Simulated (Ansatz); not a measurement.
H2···SiH4 (SMILES [H][H].[SiH4])

```xyz
7

H    -0.0756   -0.0451   -3.5402
H    -0.0590   -0.0118   -2.7948
Si    0.0269    0.0113    1.2678
H    -0.0130    0.1258   -0.2121
H    -0.2903   -1.3839    1.6638
H    -0.9723    0.9349    1.8614
H     1.3833    0.3688    1.7540
```

Geometry: PBE0-D4/def2-TZVP.

Level of theory: Ansatz, RKS PBE0-D4/def2-TZVPPD.

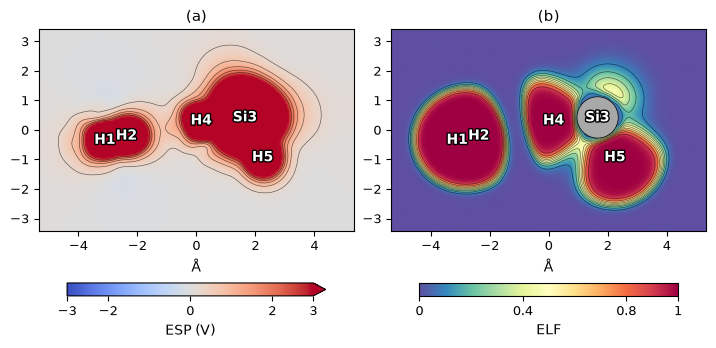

Figure 1. (a) molecular electrostatic potential; (b) electron localisation function on the plane of atoms H4, Si3 and H5. Grey discs cover the atomic cores in the ELF map.

Question: What do the fields say about this system?

Answer: Atoms in the plane: H and Si. H2···H4 (2.59 Å): the ELF dips to about 0 between them (a weak contact between the two molecules). H–H (0.75 Å): the ELF is about 1 at the midpoint. Si–H (1.48 Å): the ELF climbs to about 1 towards the hydrogen, as it does in any bond to H. The potential has no marked negative region in this plane.

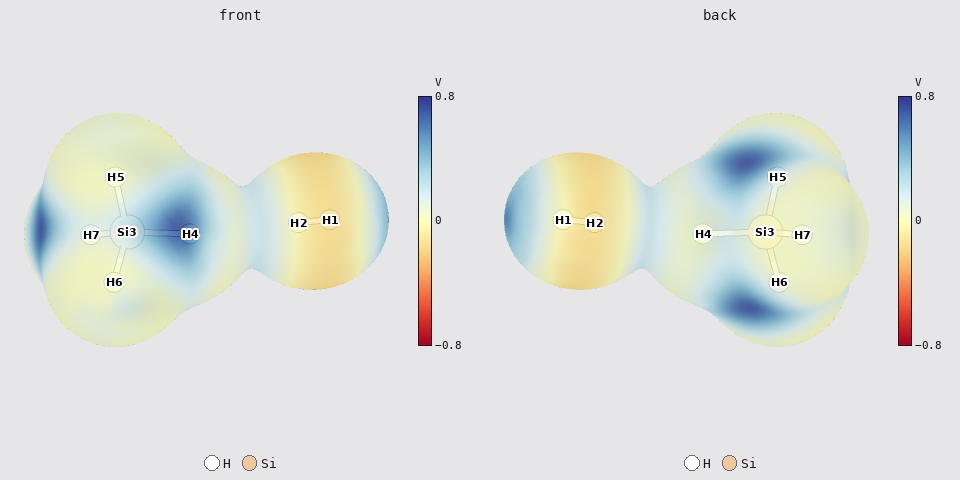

Figure 2. The electrostatic potential painted on the density surface at 0.001 e/bohr³, seen from the front and from behind; red is negative and blue positive.

Question: Where is the surface potential most negative and most positive?

Answer: The most negative region (about −0.1 V) lies over H1 and H2, the most positive (about +0.7 V) over Si3.
